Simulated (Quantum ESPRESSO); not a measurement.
# Cl on fcc sites of Ru(0001), stepped through the coverage, part 7 of 8

What law, if any, do the results for Cl on fcc sites of Ru(0001) follow against the coverage?

Quantum ESPRESSO 7.5; plane-wave DFT, PBE, GBRV ultrasoft pseudopotentials.

So far. Step 7 (Relaxing the ions, 0.1111 ML): The relaxation lowers the energy by 14 meV an atom. On the free atoms the largest force ends at 0.036 eV/Å. Step 8 (Self-consistent run, 0.1111 ML): Inside the slab this potential holds the local part of the pseudopotentials, which can be repulsive at the nuclei; only its value in the vacuum has a meaning of its own.

### 9. Relaxation with pw.x, 0.75 ML

System of this step: Ru(0001), 3 layers, 4 sites a cell, 3 Cl on fcc sites. The cell holds 15 atoms: 12 Ru and 3 Cl. Its edges and angles: a = 5.440 Å, b = 5.440 Å, c = 20.265 Å, α = 90.0°, β = 90.0°, γ = 60.0°. It derives from Ru. Vacuum lies along c.

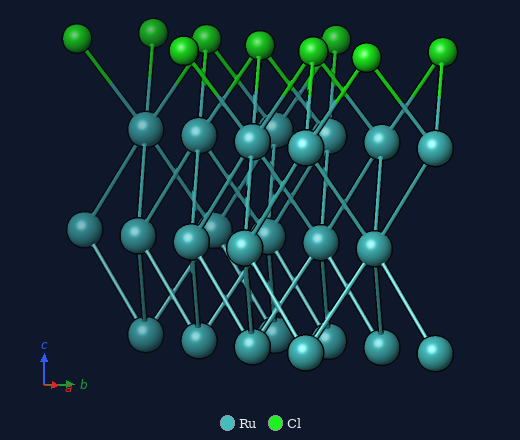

The cell of this step (ruthenium teal, chlorine green). 2×1×1 cells are drawn. Some periodic images of atoms are drawn too.

Input file m7.relax.in:

```
&control
  prefix = 'm7.relax'
  outdir = './out'
  pseudo_dir = './pseudo'
  nstep = 70
  forc_conv_thr = 0.0015
  calculation = 'relax'
/
&system
  ibrav = 0
  nat = 15
  ntyp = 2
  ecutwfc = 40
  ecutrho = 200
  occupations = 'smearing'
  smearing = 'mv'
  degauss = 0.02
/
&electrons
  conv_thr = 1e-07
  mixing_beta = 0.3
  electron_maxstep = 120
  mixing_mode = 'local-TF'
/
&ions
/
ATOMIC_SPECIES
  Ru  101.0700  ru_pbe_v1.2.uspp.F.UPF
  Cl  35.4500  cl_pbe_v1.4.uspp.F.UPF
CELL_PARAMETERS angstrom
  5.44048818600000 0.00000000000000 0.00000000000000
  2.72024409300000 4.71160097806512 0.00000000000000
  0.00000000000000 0.00000000000000 20.26512925028532
ATOMIC_POSITIONS crystal
  Ru  0.833333333300 0.333333333300 0.346438030791 0 0 0
  Ru  0.333333333300 0.833333333300 0.346438030791 0 0 0
  Ru  0.333333333300 0.333333333300 0.346438030791 0 0 0
  Ru  0.833333333300 0.833333333300 0.346438030791 0 0 0
  Ru  0.166666666700 0.666666666700 0.452269900083 0 0 0
  Ru  0.666666666700 0.166666666700 0.452269900083 0 0 0
  Ru  0.666666666700 0.666666666700 0.452269900083 0 0 0
  Ru  0.166666666700 0.166666666700 0.452269900083 0 0 0
  Ru  0.833333333300 0.333333333300 0.558101769375
  Ru  0.333333333300 0.833333333300 0.558101769375
  Ru  0.333333333300 0.333333333300 0.558101769375
  Ru  0.833333333300 0.833333333300 0.558101769375
  Cl  0.000000000000 0.500000000000 0.653561969209
  Cl  0.500000000000 0.000000000000 0.653561969209
  Cl  0.500000000000 0.500000000000 0.653561969209
K_POINTS automatic
  5 5 1 0 0 0
```

Launch:

```bash
$ OMP_NUM_THREADS=1 mpirun -n 8 pw.x -nk 2 -in m7.relax.in > m7.relax.out
```

What it wrote:

```text
[banner, memory and clock lines left out]
Program PWSCF v.7.5 starts
[...]
Message from routine setup:
[...]
number of electrons       =       213.00
     number of Kohn-Sham states=          128
     kinetic-energy cutoff     =      40.0000  Ry
     charge density cutoff     =     200.0000  Ry
[...]
number of k points=     5  Marzari-Vanderbilt smearing, width (Ry)=  0.0200
[...]
Dense  grid:   167339 G-vectors     FFT dimensions: (  48,  48, 180)
[...]
negative rho (up, down):  1.008E+00 0.000E+00
     Starting wfcs are  168 randomized atomic wfcs
[...]
negative rho (up, down):  1.065E+00 0.000E+00
[...]
estimated scf accuracy    <     746.15020164 Ry
[...]
negative rho (up, down):  1.088E+00 0.000E+00
[...]
estimated scf accuracy    <     308.72315551 Ry
[...]
negative rho (up, down):  1.045E+00 0.000E+00
[...]
estimated scf accuracy    <      68.45694519 Ry
[...]
negative rho (up, down):  1.029E+00 0.000E+00
[...]
estimated scf accuracy    <       7.74721223 Ry
[...]
negative rho (up, down):  1.027E+00 0.000E+00
[...]
estimated scf accuracy    <       4.76617884 Ry
[...]
negative rho (up, down):  1.023E+00 0.000E+00
[...]
estimated scf accuracy    <       0.84328430 Ry
[...]
negative rho (up, down):  1.014E+00 0.000E+00
[...]
estimated scf accuracy    <       1.43227208 Ry
[...]
negative rho (up, down):  1.006E+00 0.000E+00
[...]
estimated scf accuracy    <       0.85729726 Ry
[...]
negative rho (up, down):  9.997E-01 0.000E+00
[...]
estimated scf accuracy    <       0.14864121 Ry
[...]
negative rho (up, down):  9.758E-01 0.000E+00
[...]
estimated scf accuracy    <       0.13454619 Ry
[...]
negative rho (up, down):  9.672E-01 0.000E+00
[...]
estimated scf accuracy    <       0.03975632 Ry
[...]
negative rho (up, down):  9.752E-01 0.000E+00
[...]
estimated scf accuracy    <       0.04287433 Ry
[...]
negative rho (up, down):  9.864E-01 0.000E+00
[...]
estimated scf accuracy    <       0.01757468 Ry
[...]
negative rho (up, down):  1.004E+00 0.000E+00
[...]
estimated scf accuracy    <       0.01468278 Ry
[...]
negative rho (up, down):  1.031E+00 0.000E+00
[...]
estimated scf accuracy    <       0.00783359 Ry
[...]
negative rho (up, down):  1.005E+00 0.000E+00
[...]
estimated scf accuracy    <       0.00288977 Ry
[...]
negative rho (up, down):  9.944E-01 0.000E+00
[...]
estimated scf accuracy    <       0.00144759 Ry
[...]
negative rho (up, down):  9.911E-01 0.000E+00
[...]
estimated scf accuracy    <       0.00028545 Ry
[...]
negative rho (up, down):  9.851E-01 0.000E+00
[...]
estimated scf accuracy    <       0.00012931 Ry
[...]
negative rho (up, down):  9.814E-01 0.000E+00
[...]
estimated scf accuracy    <       0.00003851 Ry
[...]
negative rho (up, down):  9.808E-01 0.000E+00
[...]
estimated scf accuracy    <       0.00000841 Ry
[...]
negative rho (up, down):  9.802E-01 0.000E+00
[...]
estimated scf accuracy    <       0.00000372 Ry
[...]
negative rho (up, down):  9.799E-01 0.000E+00
[...]
estimated scf accuracy    <       0.00000087 Ry
[...]
negative rho (up, down):  9.793E-01 0.000E+00
[...]
estimated scf accuracy    <       0.00000054 Ry
[...]
negative rho (up, down):  9.791E-01 0.000E+00
[...]
estimated scf accuracy    <       0.00000012 Ry
[...]
negative rho (up, down):  9.791E-01 0.000E+00
[...]
the Fermi energy is     5.3199 ev
!    total energy              =   -2430.51453500 Ry
     estimated scf accuracy    <       0.00000004 Ry
     smearing contrib. (-TS)   =       0.00037187 Ry
     internal energy E=F+TS    =   -2430.51490687 Ry
[...]
one-electron contribution =  -16888.90626521 Ry
     hartree contribution      =    8467.91816652 Ry
     xc contribution           =    -339.14431105 Ry
     ewald contribution        =    6329.61750287 Ry
     convergence has been achieved in  26 iterations
     negative rho (up, down):  9.791E-01 0.000E+00
[...]
Total force =     0.070360     Total SCF correction =     0.000389
[...]
negative rho (up, down):  9.745E-01 0.000E+00
[...]
negative rho (up, down):  9.743E-01 0.000E+00
[...]
estimated scf accuracy    <       0.37127990 Ry
[...]
negative rho (up, down):  9.743E-01 0.000E+00
[...]
estimated scf accuracy    <       0.01855246 Ry
[...]
negative rho (up, down):  9.745E-01 0.000E+00
[...]
estimated scf accuracy    <       0.01291186 Ry
[...]
negative rho (up, down):  9.748E-01 0.000E+00
[...]
estimated scf accuracy    <       0.00108993 Ry
[...]
negative rho (up, down):  9.750E-01 0.000E+00
[...]
estimated scf accuracy    <       0.00022421 Ry
[...]
negative rho (up, down):  9.750E-01 0.000E+00
[...]
estimated scf accuracy    <       0.00005242 Ry
[...]
negative rho (up, down):  9.748E-01 0.000E+00
[...]
estimated scf accuracy    <       0.00003128 Ry
[...]
negative rho (up, down):  9.748E-01 0.000E+00
[...]
estimated scf accuracy    <       0.00000456 Ry
[...]
negative rho (up, down):  9.748E-01 0.000E+00
[...]
estimated scf accuracy    <       0.00000199 Ry
[...]
negative rho (up, down):  9.748E-01 0.000E+00
[...]
estimated scf accuracy    <       0.00000077 Ry
[...]
negative rho (up, down):  9.748E-01 0.000E+00
[...]
estimated scf accuracy    <       0.00000034 Ry
[...]
negative rho (up, down):  9.748E-01 0.000E+00
[...]
the Fermi energy is     5.2942 ev
!    total energy              =   -2430.51873838 Ry
     estimated scf accuracy    <       0.00000004 Ry
     smearing contrib. (-TS)   =      -0.00001798 Ry
     internal energy E=F+TS    =   -2430.51872041 Ry
[...]
one-electron contribution =  -16927.61879759 Ry
     hartree contribution      =    8487.10615061 Ry
     xc contribution           =    -339.15041596 Ry
     ewald contribution        =    6349.14434253 Ry
     convergence has been achieved in  12 iterations
     negative rho (up, down):  9.748E-01 0.000E+00
[...]
Total force =     0.049871     Total SCF correction =     0.000484
[...]
negative rho (up, down):  9.848E-01 0.000E+00
[...]
negative rho (up, down):  9.847E-01 0.000E+00
[...]
estimated scf accuracy    <       0.46490736 Ry
[...]
negative rho (up, down):  9.848E-01 0.000E+00
[...]
estimated scf accuracy    <       0.02507409 Ry
[...]
negative rho (up, down):  9.852E-01 0.000E+00
[...]
one-electron contribution =  -17050.48640392 Ry
     hartree contribution      =    8548.14030637 Ry
     xc contribution           =    -339.20375951 Ry
     ewald contribution        =    6411.02747397 Ry
     convergence has been achieved in  15 iterations
     negative rho (up, down):  9.841E-01 0.000E+00
[...]
Total force =     0.018282     Total SCF correction =     0.000453
[...]
negative rho (up, down):  9.805E-01 0.000E+00
[...]
negative rho (up, down):  9.805E-01 0.000E+00
[...]
estimated scf accuracy    <       0.02411022 Ry
[...]
negative rho (up, down):  9.805E-01 0.000E+00
[...]
estimated scf accuracy    <       0.00167375 Ry
[...]
negative rho (up, down):  9.806E-01 0.000E+00
[...]
estimated scf accuracy    <       0.00091657 Ry
[...]
negative rho (up, down):  9.807E-01 0.000E+00
[...]
estimated scf accuracy    <       0.00007185 Ry
[...]
negative rho (up, down):  9.807E-01 0.000E+00
[...]
estimated scf accuracy    <       0.00001679 Ry
[...]
negative rho (up, down):  9.807E-01 0.000E+00
[...]
estimated scf accuracy    <       0.00000379 Ry
[...]
negative rho (up, down):  9.806E-01 0.000E+00
[...]
estimated scf accuracy    <       0.00000186 Ry
[...]
negative rho (up, down):  9.806E-01 0.000E+00
[...]
estimated scf accuracy    <       0.00000031 Ry
[...]
negative rho (up, down):  9.807E-01 0.000E+00
[...]
estimated scf accuracy    <       0.00000013 Ry
[...]
negative rho (up, down):  9.806E-01 0.000E+00
[...]
estimated scf accuracy    <       0.00000004 Ry
[...]
negative rho (up, down):  9.807E-01 0.000E+00
[...]
estimated scf accuracy    <       0.00000002 Ry
[...]
negative rho (up, down):  9.807E-01 0.000E+00
[...]
the Fermi energy is     5.2423 ev
!    total energy              =   -2430.52393996 Ry
     estimated scf accuracy    <          2.7E-09 Ry
     smearing contrib. (-TS)   =      -0.00127161 Ry
     internal energy E=F+TS    =   -2430.52266834 Ry
[...]
one-electron contribution =  -17066.89157702 Ry
     hartree contribution      =    8556.33004286 Ry
     xc contribution           =    -339.21747830 Ry
     ewald contribution        =    6419.25634411 Ry
     convergence has been achieved in  12 iterations
     negative rho (up, down):  9.807E-01 0.000E+00
[...]
Total force =     0.016574     Total SCF correction =     0.000118
[...]
negative rho (up, down):  9.780E-01 0.000E+00
[...]
negative rho (up, down):  9.780E-01 0.000E+00
[...]
estimated scf accuracy    <       0.00829873 Ry
[...]
negative rho (up, down):  9.780E-01 0.000E+00
[...]
estimated scf accuracy    <       0.00067006 Ry
[...]
negative rho (up, down):  9.781E-01 0.000E+00
[...]
estimated scf accuracy    <       0.00032149 Ry
[...]
negative rho (up, down):  9.781E-01 0.000E+00
[...]
estimated scf accuracy    <       0.00002795 Ry
[...]
negative rho (up, down):  9.781E-01 0.000E+00
[...]
estimated scf accuracy    <       0.00000688 Ry
[...]
negative rho (up, down):  9.781E-01 0.000E+00
[...]
estimated scf accuracy    <       0.00000159 Ry
[...]
negative rho (up, down):  9.781E-01 0.000E+00
[...]
estimated scf accuracy    <       0.00000064 Ry
[...]
negative rho (up, down):  9.781E-01 0.000E+00
[...]
estimated scf accuracy    <       0.00000013 Ry
[...]
negative rho (up, down):  9.781E-01 0.000E+00
[...]
estimated scf accuracy    <       0.00000007 Ry
[...]
negative rho (up, down):  9.781E-01 0.000E+00
[...]
estimated scf accuracy    <       0.00000002 Ry
[...]
negative rho (up, down):  9.781E-01 0.000E+00
[...]
estimated scf accuracy    <          6.7E-09 Ry
[...]
negative rho (up, down):  9.781E-01 0.000E+00
[...]
the Fermi energy is     5.2456 ev
!    total energy              =   -2430.52423471 Ry
     estimated scf accuracy    <          1.3E-09 Ry
     smearing contrib. (-TS)   =      -0.00123454 Ry
     internal energy E=F+TS    =   -2430.52300017 Ry
[...]
one-electron contribution =  -17079.56805074 Ry
     hartree contribution      =    8562.67425998 Ry
     xc contribution           =    -339.23035002 Ry
     ewald contribution        =    6425.60114062 Ry
     convergence has been achieved in  12 iterations
     negative rho (up, down):  9.781E-01 0.000E+00
[...]
Total force =     0.013832     Total SCF correction =     0.000065
[...]
negative rho (up, down):  9.755E-01 0.000E+00
[...]
negative rho (up, down):  9.755E-01 0.000E+00
[...]
estimated scf accuracy    <       0.01030844 Ry
[...]
negative rho (up, down):  9.755E-01 0.000E+00
[...]
estimated scf accuracy    <       0.00094396 Ry
[...]
negative rho (up, down):  9.756E-01 0.000E+00
[...]
estimated scf accuracy    <       0.00046117 Ry
[...]
negative rho (up, down):  9.757E-01 0.000E+00
[...]
estimated scf accuracy    <       0.00003539 Ry
[...]
negative rho (up, down):  9.757E-01 0.000E+00
[...]
estimated scf accuracy    <       0.00000929 Ry
[...]
negative rho (up, down):  9.757E-01 0.000E+00
[...]
estimated scf accuracy    <       0.00000230 Ry
[...]
negative rho (up, down):  9.757E-01 0.000E+00
[...]
estimated scf accuracy    <       0.00000079 Ry
[...]
negative rho (up, down):  9.757E-01 0.000E+00
[...]
estimated scf accuracy    <       0.00000017 Ry
[...]
negative rho (up, down):  9.757E-01 0.000E+00
[...]
estimated scf accuracy    <       0.00000009 Ry
[...]
negative rho (up, down):  9.757E-01 0.000E+00
[...]
estimated scf accuracy    <       0.00000002 Ry
[...]
negative rho (up, down):  9.757E-01 0.000E+00
[...]
estimated scf accuracy    <          9.8E-09 Ry
[...]
negative rho (up, down):  9.757E-01 0.000E+00
[...]
the Fermi energy is     5.2514 ev
!    total energy              =   -2430.52456537 Ry
     estimated scf accuracy    <          2.0E-09 Ry
     smearing contrib. (-TS)   =      -0.00113996 Ry
     internal energy E=F+TS    =   -2430.52342540 Ry
[...]
one-electron contribution =  -17096.26528595 Ry
     hartree contribution      =    8571.04200656 Ry
     xc contribution           =    -339.24874366 Ry
     ewald contribution        =    6433.94859765 Ry
     convergence has been achieved in  12 iterations
     negative rho (up, down):  9.757E-01 0.000E+00
[...]
Total force =     0.009506     Total SCF correction =     0.000134
[...]
negative rho (up, down):  9.763E-01 0.000E+00
[...]
negative rho (up, down):  9.763E-01 0.000E+00
[...]
estimated scf accuracy    <       0.01765509 Ry
[...]
negative rho (up, down):  9.764E-01 0.000E+00
[...]
estimated scf accuracy    <       0.00170494 Ry
[...]
negative rho (up, down):  9.765E-01 0.000E+00
[...]
estimated scf accuracy    <       0.00081423 Ry
[...]
negative rho (up, down):  9.766E-01 0.000E+00
[...]
estimated scf accuracy    <       0.00006466 Ry
[...]
negative rho (up, down):  9.766E-01 0.000E+00
[...]
estimated scf accuracy    <       0.00001619 Ry
[...]
negative rho (up, down):  9.766E-01 0.000E+00
[...]
estimated scf accuracy    <       0.00000359 Ry
[...]
negative rho (up, down):  9.765E-01 0.000E+00
[...]
estimated scf accuracy    <       0.00000138 Ry
[...]
negative rho (up, down):  9.765E-01 0.000E+00
[...]
estimated scf accuracy    <       0.00000032 Ry
[...]
negative rho (up, down):  9.765E-01 0.000E+00
[...]
estimated scf accuracy    <       0.00000019 Ry
[...]
negative rho (up, down):  9.765E-01 0.000E+00
[...]
estimated scf accuracy    <       0.00000004 Ry
[...]
negative rho (up, down):  9.765E-01 0.000E+00
[...]
estimated scf accuracy    <       0.00000002 Ry
[...]
negative rho (up, down):  9.765E-01 0.000E+00
[...]
estimated scf accuracy    <          3.5E-09 Ry
[...]
negative rho (up, down):  9.765E-01 0.000E+00
[...]
```

Wall time 12 min (8 MPI ranks of Arm Neoverse V1, shared host); peak memory 1.4 GiB.

Relaxation path:

| step | energy less that of the first step (eV) | largest force (eV/Å) |
| --- | --- | --- |
| 1 | 0.0000 | 0.8920 |
| 2 | -0.0572 | 0.6443 |
| 3 | -0.0980 | 0.3896 |
| 4 | -0.1237 | 0.2410 |
| 5 | -0.1280 | 0.2205 |
| 6 | -0.1320 | 0.1875 |
| 7 | -0.1365 | 0.1339 |
| 8 | -0.1399 | 0.0508 |
| 9 | -0.1403 | 0.0458 |
| 10 | -0.1405 | 0.0355 |

The atoms that moved most (Å):

| atom | dx | dy | dz | length |
| --- | --- | --- | --- | --- |
| Ru12 | -0.007 | -0.004 | -0.083 | 0.084 |
| Ru9 | 0.000 | 0.008 | -0.083 | 0.084 |
| Ru10 | 0.007 | -0.004 | -0.083 | 0.084 |
| Ru11 | 0.000 | 0.000 | -0.071 | 0.071 |
| Cl15 | -0.006 | -0.003 | -0.045 | 0.046 |
| Cl14 | 0.000 | 0.007 | -0.045 | 0.046 |
| Cl13 | 0.006 | -0.003 | -0.045 | 0.046 |

The relaxation lowers the energy by 9 meV an atom. On the free atoms the largest force ends at 0.036 eV/Å.

Read from the output:

```
free energy  : -33068.9754 eV
Fermi energy : 5.266 eV
```

### 10. SCF with pw.x, 0.75 ML

Input file m7.esm.in:

```
&control
  prefix = 'm7.esm'
  outdir = './out'
  pseudo_dir = './pseudo'
  calculation = 'scf'
  tprnfor = .true.
/
&system
  ibrav = 0
  nat = 15
  ntyp = 2
  ecutwfc = 40
  ecutrho = 200
  occupations = 'smearing'
  smearing = 'mv'
  degauss = 0.02
  assume_isolated = 'esm'
  esm_bc = 'bc1'
/
&electrons
  conv_thr = 1e-07
  mixing_beta = 0.25
  electron_maxstep = 160
  mixing_mode = 'local-TF'
  mixing_ndim = 12
/
ATOMIC_SPECIES
  Ru  101.0700  ru_pbe_v1.2.uspp.F.UPF
  Cl  35.4500  cl_pbe_v1.4.uspp.F.UPF
CELL_PARAMETERS angstrom
  5.44048818600000 0.00000000000000 0.00000000000000
  2.72024409300000 4.71160097806512 0.00000000000000
  0.00000000000000 0.00000000000000 20.26512925028532
ATOMIC_POSITIONS crystal
  Ru  0.833333333300 0.333333333300 -0.152444743050
  Ru  0.333333333300 0.833333333300 -0.152444743050
  Ru  0.333333333300 0.333333333300 -0.152444743050
  Ru  0.833333333300 0.833333333300 -0.152444743050
  Ru  0.166666666700 0.666666666700 -0.046612873750
  Ru  0.666666666700 0.166666666700 -0.046612873750
  Ru  0.666666666700 0.666666666700 -0.046612873750
  Ru  0.166666666700 0.166666666700 -0.046612873750
  Ru  0.832521610600 0.334956778700 0.055108970250
  Ru  0.334956778700 0.832521610600 0.055108970250
  Ru  0.333333333300 0.333333333300 0.055714291350
  Ru  0.832521610600 0.832521610600 0.055108970250
  Cl  0.001454963500 0.499272518200 0.152444743050
  Cl  0.499272518200 0.001454963500 0.152444743050
  Cl  0.499272518200 0.499272518200 0.152444743050
K_POINTS automatic
  5 5 1 0 0 0
```

Launch:

```bash
$ OMP_NUM_THREADS=1 mpirun -n 8 pw.x -nk 2 -in m7.esm.in > m7.esm.out
```

What it wrote:

```text
[banner, memory and clock lines left out]
Program PWSCF v.7.5 starts
[...]
Message from routine setup:
[...]
number of electrons       =       213.00
     number of Kohn-Sham states=          128
     kinetic-energy cutoff     =      40.0000  Ry
     charge density cutoff     =     200.0000  Ry
[...]
number of k points=     5  Marzari-Vanderbilt smearing, width (Ry)=  0.0200
[...]
Dense  grid:   167339 G-vectors     FFT dimensions: (  48,  48, 180)
[...]
negative rho (up, down):  1.014E+00 0.000E+00
     Starting wfcs are  168 randomized atomic wfcs
[...]
negative rho (up, down):  1.326E+00 0.000E+00
[...]
estimated scf accuracy    <    1557.52396734 Ry
[...]
negative rho (up, down):  1.316E+00 0.000E+00
[...]
estimated scf accuracy    <     159.95768504 Ry
[...]
negative rho (up, down):  1.355E+00 0.000E+00
[...]
estimated scf accuracy    <      90.82166235 Ry
[...]
negative rho (up, down):  1.176E+00 0.000E+00
[...]
estimated scf accuracy    <     185.59781254 Ry
[...]
negative rho (up, down):  1.115E+00 0.000E+00
[...]
estimated scf accuracy    <      22.28639754 Ry
[...]
negative rho (up, down):  1.064E+00 0.000E+00
[...]
estimated scf accuracy    <       4.69292752 Ry
[...]
negative rho (up, down):  1.003E+00 0.000E+00
[...]
estimated scf accuracy    <      33.35926726 Ry
[...]
negative rho (up, down):  1.003E+00 0.000E+00
[...]
estimated scf accuracy    <       2.04694387 Ry
[...]
negative rho (up, down):  9.974E-01 0.000E+00
[...]
estimated scf accuracy    <       5.93773874 Ry
[...]
negative rho (up, down):  9.964E-01 0.000E+00
[...]
estimated scf accuracy    <       4.23107578 Ry
[...]
negative rho (up, down):  1.005E+00 0.000E+00
[...]
estimated scf accuracy    <       5.07994596 Ry
[...]
negative rho (up, down):  9.786E-01 0.000E+00
[...]
estimated scf accuracy    <       1.16678072 Ry
[...]
negative rho (up, down):  9.873E-01 0.000E+00
[...]
estimated scf accuracy    <       0.00003128 Ry
[...]
negative rho (up, down):  9.874E-01 0.000E+00
[...]
estimated scf accuracy    <       0.00000177 Ry
[...]
negative rho (up, down):  9.874E-01 0.000E+00
[...]
estimated scf accuracy    <       0.00000867 Ry
[...]
negative rho (up, down):  9.873E-01 0.000E+00
[...]
estimated scf accuracy    <       0.00000206 Ry
[...]
negative rho (up, down):  9.874E-01 0.000E+00
[...]
estimated scf accuracy    <       0.00000085 Ry
[...]
negative rho (up, down):  9.874E-01 0.000E+00
[...]
estimated scf accuracy    <       0.00000112 Ry
[...]
negative rho (up, down):  9.874E-01 0.000E+00
[...]
estimated scf accuracy    <       0.00000077 Ry
[...]
negative rho (up, down):  9.875E-01 0.000E+00
[...]
estimated scf accuracy    <       0.00000024 Ry
[...]
negative rho (up, down):  9.875E-01 0.000E+00
[...]
estimated scf accuracy    <       0.00000011 Ry
[...]
negative rho (up, down):  9.874E-01 0.000E+00
[...]
the Fermi energy is    -5.1150 ev
!    total energy              =   -2430.52485175 Ry
     estimated scf accuracy    <       0.00000009 Ry
     smearing contrib. (-TS)   =      -0.00083839 Ry
     internal energy E=F+TS    =   -2430.52401336 Ry
[...]
one-electron contribution =   27576.83144764 Ry
     hartree contribution      =  -13846.69771151 Ry
     xc contribution           =    -339.29094228 Ry
     ewald contribution        =  -15821.36680720 Ry
     convergence has been achieved in  58 iterations
     negative rho (up, down):  9.874E-01 0.000E+00
[...]
Total force =     0.056978     Total SCF correction =     0.002455
[...]
```

Elapsed: 5.6 min, on 8 MPI ranks; peak memory 1.4 GiB.

Read from the output:

- free energy: -33068.9753 eV
- Fermi energy: -5.115 eV
- vacuum line at the lower end of the cell, over the Fermi level: 5.199 eV
- vacuum line at the upper end of the cell, over the Fermi level: 5.031 eV

Inside the slab this potential holds the local part of the pseudopotentials, which can be repulsive at the nuclei; only its value in the vacuum has a meaning of its own.

[end of part 7 of 8]

[Logs are printed without paths, hosts, clocks, repeated set-up lines and the standing remarks that a program may print on its own settings, such as how far it seeks lower states.]

[Hosts, paths, dates, database ids (printed as entryN), source tags and the programs' standing remarks are cut or masked in the printed files.]

[Maps of the electrostatic potential energy from Ansatz leave out the sawtooth potential of an applied field or a dipole correction, so their vacuum need not be flat; planar profiles and work functions include it.]
